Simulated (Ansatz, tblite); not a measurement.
**C₃₉H₂₇F₃O₉S₄: spin states and exact exchange**

Aim: set other spin states of C₃₉H₂₇F₃O₉S₄ against its singlet, on many levels of theory.

The runs use Ansatz 0.2.0, Gaussian basis; as each input shows.

Plan: triplet, at the geometry of the singlet (GFN1-xTB, GFN2-xTB, PBE0-D4/def2-TZVP, PBE-D4/def2-TZVP); the singlet's energies come from earlier runs.

1 further run of the same task is left out (set aside as unsound or not needed).

## (1) The structure

The geometry is that of the singlet, from an earlier relaxation (PBE-D4/def2-SVP).

SMILES `COc1ccc(-c2sc(-c3sc(-c4sc(-c5sc(-c6ccc(C(F)=C(F)F)cc6)c6c5OCCO6)c5c4OCCO5)c4c3OCCO4)c3c2OCCO3)cc1`, 82 atoms, charge 0, spin multiplicity 1.

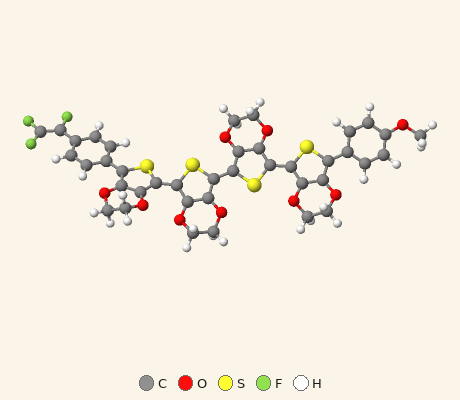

The structure; carbon grey, oxygen red, sulfur yellow, fluorine green, hydrogen white.

## (2) Triplet at the fixed geometry, GFN1-xTB

Tight binding, by tblite at 300 K electronic temperature and without a spin-polarisation term:

```python
tblite.interface.Calculator('GFN1-xTB', numbers, positions, charge=0, uhf=2).singlepoint()
```

Energy -4611.7748 eV; 0.82 s.

## (3) Triplet at the fixed geometry, GFN2-xTB

Tight binding, by tblite at 300 K electronic temperature and without a spin-polarisation term:

```python
tblite.interface.Calculator('GFN2-xTB', numbers, positions, charge=0, uhf=2).singlepoint()
```

Energy -4381.7812 eV; 0.78 s.

## (4) Triplet at the fixed geometry, PBE0-D4/def2-TZVP

Contents of in.yaml:

```yaml
crystal:
  periodic: [false, false, false]
  atoms:
    - {symbol: C, position_ang: [-13.364727, -1.154587, 1.719227]}
    - {symbol: O, position_ang: [-12.213063, -0.973678, 2.518039]}
    - {symbol: C, position_ang: [-11.014081, -0.805061, 1.892437]}
    - {symbol: C, position_ang: [-10.828830, -0.795596, 0.495200]}
    - {symbol: C, position_ang: [-9.548495, -0.616927, -0.045138]}
    - {symbol: C, position_ang: [-8.411908, -0.438900, 0.780992]}
    - {symbol: C, position_ang: [-7.077771, -0.259124, 0.224548]}
    - {symbol: S, position_ang: [-5.664057, -0.259763, 1.273487]}
    - {symbol: C, position_ang: [-4.546230, -0.004757, -0.059834]}
    - {symbol: C, position_ang: [-3.130222, 0.081764, 0.124744]}
    - {symbol: S, position_ang: [-2.011661, 0.305684, -1.220024]}
    - {symbol: C, position_ang: [-0.606002, 0.295004, -0.154754]}
    - {symbol: C, position_ang: [0.733165, 0.407127, -0.643103]}
    - {symbol: S, position_ang: [2.137248, 0.334950, 0.416231]}
    - {symbol: C, position_ang: [3.266604, 0.471076, -0.928493]}
    - {symbol: C, position_ang: [4.681707, 0.453764, -0.689437]}
    - {symbol: S, position_ang: [5.351589, -0.485478, 0.632885]}
    - {symbol: C, position_ang: [7.000216, 0.033169, 0.311698]}
    - {symbol: C, position_ang: [8.097498, -0.428497, 1.145437]}
    - {symbol: C, position_ang: [9.445335, -0.055518, 0.891143]}
    - {symbol: C, position_ang: [10.490500, -0.511409, 1.692833]}
    - {symbol: C, position_ang: [10.247752, -1.365367, 2.798044]}
    - {symbol: C, position_ang: [11.294169, -1.878807, 3.676697]}
    - {symbol: F, position_ang: [10.879024, -2.674968, 4.693252]}
    - {symbol: C, position_ang: [12.635871, -1.676184, 3.623173]}
    - {symbol: F, position_ang: [13.490056, -2.202641, 4.486247]}
    - {symbol: F, position_ang: [13.249069, -0.933091, 2.708854]}
    - {symbol: C, position_ang: [8.906065, -1.737567, 3.059882]}
    - {symbol: C, position_ang: [7.864556, -1.281380, 2.255441]}
    - {symbol: C, position_ang: [7.004100, 0.872611, -0.808014]}
    - {symbol: C, position_ang: [5.707948, 1.122817, -1.359018]}
    - {symbol: O, position_ang: [5.499873, 1.979115, -2.401286]}
    - {symbol: C, position_ang: [6.625073, 2.820187, -2.647936]}
    - {symbol: C, position_ang: [7.915425, 2.014778, -2.625229]}
    - {symbol: O, position_ang: [8.131016, 1.444860, -1.331413]}
    - {symbol: C, position_ang: [2.569017, 0.583931, -2.133180]}
    - {symbol: C, position_ang: [1.154730, 0.562082, -1.966777]}
    - {symbol: O, position_ang: [0.282248, 0.649954, -3.015927]}
    - {symbol: C, position_ang: [0.914154, 0.375640, -4.268555]}
    - {symbol: C, position_ang: [2.252607, 1.098117, -4.369279]}
    - {symbol: O, position_ang: [3.157161, 0.647455, -3.361183]}
    - {symbol: C, position_ang: [-1.015922, 0.129196, 1.171162]}
    - {symbol: C, position_ang: [-2.420760, 0.007860, 1.327147]}
    - {symbol: O, position_ang: [-3.017586, -0.164446, 2.544328]}
    - {symbol: C, position_ang: [-2.136706, 0.156266, 3.625067]}
    - {symbol: C, position_ang: [-0.756691, -0.452649, 3.402583]}
    - {symbol: O, position_ang: [-0.146953, 0.082937, 2.224198]}
    - {symbol: C, position_ang: [-5.263652, 0.067913, -1.255532]}
    - {symbol: C, position_ang: [-6.673471, -0.072367, -1.099682]}
    - {symbol: O, position_ang: [-7.524695, -0.019304, -2.173727]}
    - {symbol: C, position_ang: [-6.908243, 0.540348, -3.335317]}
    - {symbol: C, position_ang: [-5.524930, -0.056282, -3.559541]}
    - {symbol: O, position_ang: [-4.660004, 0.259287, -2.467548]}
    - {symbol: C, position_ang: [-8.625343, -0.448580, 2.186362]}
    - {symbol: C, position_ang: [-9.892546, -0.629032, 2.732434]}
    - {symbol: H, position_ang: [-13.292768, -2.066675, 1.082975]}
    - {symbol: H, position_ang: [-13.556937, -0.278082, 1.058428]}
    - {symbol: H, position_ang: [-14.216318, -1.270921, 2.415675]}
    - {symbol: H, position_ang: [-11.678007, -0.931956, -0.188446]}
    - {symbol: H, position_ang: [-9.422761, -0.619861, -1.135488]}
    - {symbol: H, position_ang: [9.666230, 0.606373, 0.044899]}
    - {symbol: H, position_ang: [11.514059, -0.195320, 1.454616]}
    - {symbol: H, position_ang: [8.688569, -2.396244, 3.911640]}
    - {symbol: H, position_ang: [6.836005, -1.594615, 2.494563]}
    - {symbol: H, position_ang: [6.674548, 3.629958, -1.882577]}
    - {symbol: H, position_ang: [6.465588, 3.281902, -3.642249]}
    - {symbol: H, position_ang: [8.791860, 2.658139, -2.835834]}
    - {symbol: H, position_ang: [7.870026, 1.206886, -3.391646]}
    - {symbol: H, position_ang: [1.069016, -0.722405, -4.381351]}
    - {symbol: H, position_ang: [0.218103, 0.720597, -5.057970]}
    - {symbol: H, position_ang: [2.735753, 0.891860, -5.344473]}
    - {symbol: H, position_ang: [2.095677, 2.197710, -4.273889]}
    - {symbol: H, position_ang: [-2.048902, 1.262946, 3.724954]}
    - {symbol: H, position_ang: [-2.601544, -0.249222, 4.544787]}
    - {symbol: H, position_ang: [-0.842467, -1.560239, 3.312722]}
    - {symbol: H, position_ang: [-0.080308, -0.214267, 4.246464]}
    - {symbol: H, position_ang: [-7.578086, 0.315303, -4.188454]}
    - {symbol: H, position_ang: [-6.826449, 1.646988, -3.226272]}
    - {symbol: H, position_ang: [-5.604497, -1.162452, -3.675079]}
    - {symbol: H, position_ang: [-5.055312, 0.364835, -4.470061]}
    - {symbol: H, position_ang: [-7.771319, -0.302870, 2.866913]}
    - {symbol: H, position_ang: [-10.049019, -0.634252, 3.821286]}
basis:
  gaussian: {orbitals: def2-TZVP, fitting: {mean_field: def2-universal-jkfit}}
magnetization: {spin_polarized: true, initial_magnetization: 2}
hamiltonian: {xc: pbe0, dispersion: d4}
scf: {omitted_lower_state_checks: [starts]}
output: {orbitals: {seedname: orbitals}}
```

Command:

```
> ansatz run in.yaml --threads 11 --pin off --events-out ev --progress --plain --max-ram 174080MiB --backend cuda --devices 0, --max-vram 75GiB
```

Standard output:

```text
Functional definition: PBE0
  name "PBE0"
  cite "Adamo & Barone, J. Chem. Phys. 110, 6158 (1999) doi:10.1063/1.478522"
  cite "Perdew, Burke & Ernzerhof, Phys. Rev. Lett. 77, 3865 (1996) doi:10.1103/PhysRevLett.77.3865"
  parent pbe
  parameter a = 0.25
  parameter kappa = 0.804
  parameter beta = 0.06672455060314922
  exchange = (1 - a)*pbe_x(kappa = kappa, mu = beta*pi^2/3) + a*exact_x
  correlation = pbe_c(beta = beta)
these checks for a lower state are left out or cut short: starts
4847 factors; integrals over basis functions are off by at most 1.6e0 eV
mean field evaluation 1: about -110673.8412 eV, gradient 1.1e2 eV
mean field evaluation 2: about -110483.2880 eV, gradient 1.8e2 eV
mean field evaluation 4: about -110722.0013 eV, gradient 3.1e1 eV
mean field evaluation 8: about -110728.9956 eV, gradient 2.9e0 eV
mean field evaluation 16: about -110729.1140 eV, gradient 1.3e-1 eV
mean field evaluation 32: about -110729.1152 eV, gradient 1.1e-3 eV
mean field -110729.11522191 eV, -4069.2199295151 hartree, gradient 1.8e-5 eV, S^2 2.045237; 0 other end points of the search recorded, 0 dependent functions left out
reference -110729.11533442 eV, -4069.2199336499 hartree; 213, 211 occupied and 1678, 1680 virtual orbitals, 4847 factors
Total energy: -110732.38390895 eV, -4069.3400515484 hartree
Checks for a lower state left out: starts
```

It took 50 s on 1 × H100 with 11 threads of AMD EPYC 7R13, shared host; peak host memory 3.8 GiB.

From the report: HOMO -2.99 eV, LUMO -3.38 eV (over both spins; with the spin held, an empty level of the minority spin lies below the top filled one); ⟨S²⟩ 2.045 (pure: 2.00).

## (5) Triplet at the fixed geometry, PBE-D4/def2-TZVP

start.molden holds the orbitals of an earlier run on this state, given as this run's starting guess.

in.yaml, as its differences from that of step 4:

```diff
@@ -86,5 +86,5 @@
 basis:
-  gaussian: {orbitals: def2-TZVP, fitting: {mean_field: def2-universal-jkfit}}
+  gaussian: {orbitals: def2-TZVP, fitting: {mean_field: def2-universal-jkfit}, initial_orbitals: start.molden}
 magnetization: {spin_polarized: true, initial_magnetization: 2}
-hamiltonian: {xc: pbe0, dispersion: d4}
+hamiltonian: {xc: pbe, dispersion: d4}
 scf: {omitted_lower_state_checks: [starts]}
```

Same command.

Standard output:

```text
Functional definition: PBE
  name "PBE"
  cite "Perdew, Burke & Ernzerhof, Phys. Rev. Lett. 77, 3865 (1996) doi:10.1103/PhysRevLett.77.3865"
  parent pbe
  parameter kappa = 0.804
  parameter beta = 0.06672455060314922
  exchange = pbe_x(kappa = kappa, mu = beta*pi^2/3)
  correlation = pbe_c(beta = beta)
these checks for a lower state are left out or cut short: starts
4847 factors; integrals over basis functions are off by at most 1.6e0 eV
mean field evaluation 1: about -110722.7774 eV, gradient 2.4e1 eV
mean field evaluation 2: about -110723.9857 eV, gradient 1.4e0 eV
mean field evaluation 4: about -110724.0477 eV, gradient 4.3e-1 eV
mean field evaluation 8: about -110724.0509 eV, gradient 2.2e-5 eV
mean field -110724.05087473 eV, -4069.0338181890 hartree, gradient 2.2e-5 eV, S^2 2.005790; 0 other end points of the search recorded, 0 dependent functions left out
reference -110724.05102997 eV, -4069.0338238942 hartree; 213, 211 occupied and 1678, 1680 virtual orbitals, 4847 factors
Total energy: -110727.81589027 eV, -4069.1721799580 hartree
Checks for a lower state left out: starts
```

Run time: 21 s. Hardware: 1 × H100 with 11 threads of AMD EPYC 7R13, shared host; peak host memory 2.5 GiB.

Report: HOMO -2.51 eV, LUMO -3.77 eV (over both spins; with the spin held, an empty level of the minority spin lies below the top filled one); ⟨S²⟩ 2.006 (pure: 2.00).

## (6) Triplet less singlet, vertical

The singlet's energies are those of its earlier runs, whose logs aren't repeated here.

```
            level  triplet less singlet, vertical (kcal/mol)   time
         GFN1-xTB                                      +33.7  1.5 s
         GFN2-xTB                                      +32.3  1.4 s
 PBE-D4/def2-TZVP                                      +31.4   33 s
PBE0-D4/def2-TZVP                                      +36.6   69 s
```

Times add the two runs; a level without a time comes out of a correlated run. Tight binding without a spin term can't rank spin states.

## (7) Results

| quantity | value |
| --- | --- |
| triplet less singlet, vertical, functionals in def2-TZVP | +31.4 (PBE-D4) to +36.6 kcal/mol (PBE0-D4) |

What this shows: All functionals put the triplet above the singlet, over a spread of 5.2 kcal/mol. The checks for a lower triplet were left out, so another state of that spin may lie lower. These are electronic energies, without zero-point motion, entropy or surroundings.
